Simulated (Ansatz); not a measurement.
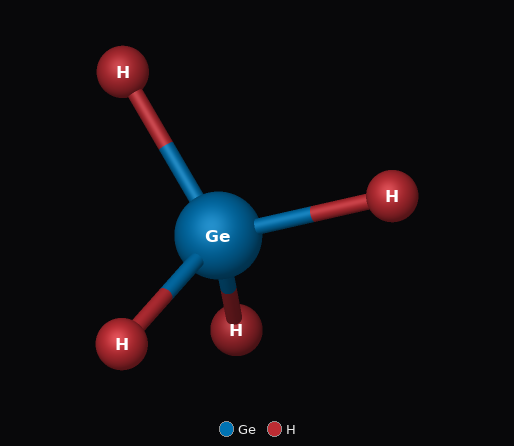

The picture shows the input geometry.

The calculation was set up as follows.

```yaml
crystal:
  periodic: [false, false, false]
  atoms:
    - {symbol: Ge, position_ang: [-1.160402, -1.394816, -1.121930]}
    - {symbol: H, position_ang: [-0.749020, -2.581478, -0.240543]}
    - {symbol: H, position_ang: [-2.455289, -1.738083, -1.870034]}
    - {symbol: H, position_ang: [-1.390459, -0.159382, -0.241597]}
    - {symbol: H, position_ang: [-0.046807, -1.100406, -2.135569]}
basis:
  gaussian: {orbitals: def2-TZVPP}
hamiltonian: {xc: pbe}
correlation: {method: rpa}
```

Command:

```sh
ansatz run in.yaml --threads 4 --pin off --events-out ev --progress --plain --max-ram 9574MiB
```

What the program printed:

```
Functional definition: PBE
  name "PBE"
  cite "Perdew, Burke & Ernzerhof, Phys. Rev. Lett. 77, 3865 (1996) doi:10.1103/PhysRevLett.77.3865"
  parent pbe
  parameter kappa = 0.804
  parameter beta = 0.06672455060314922
  exchange = pbe_x(kappa = kappa, mu = beta*pi^2/3)
  correlation = pbe_c(beta = beta)
615 factors; integrals over basis functions are off by at most 6.8e-4 eV
mean field evaluation 1: about -56573.2003 eV, gradient 2.5e1 eV
mean field evaluation 2: about -56573.1998 eV, gradient 2.5e1 eV
mean field evaluation 4: about -56574.0432 eV, gradient 3.6e0 eV
mean field evaluation 8: about -56574.0639 eV, gradient 2.3e-3 eV
mean field -56574.06392486 eV, -2079.0585019609 hartree, gradient 5.3e-6 eV, S^2 0.000000; 0 other end points of the search recorded, 0 dependent functions left out
9 core orbitals not correlated: weight in the atoms' cores, before any rotation towards them, 1.000 or more for the frozen orbitals, at most 0.000 for the correlated occupied ones
reference -56535.71306490 eV, -2077.6491338524 hartree; 9, 9 occupied and 86, 86 virtual orbitals, 615 factors
Total energy: -56548.88843573 eV, -2078.1333197997 hartree
```
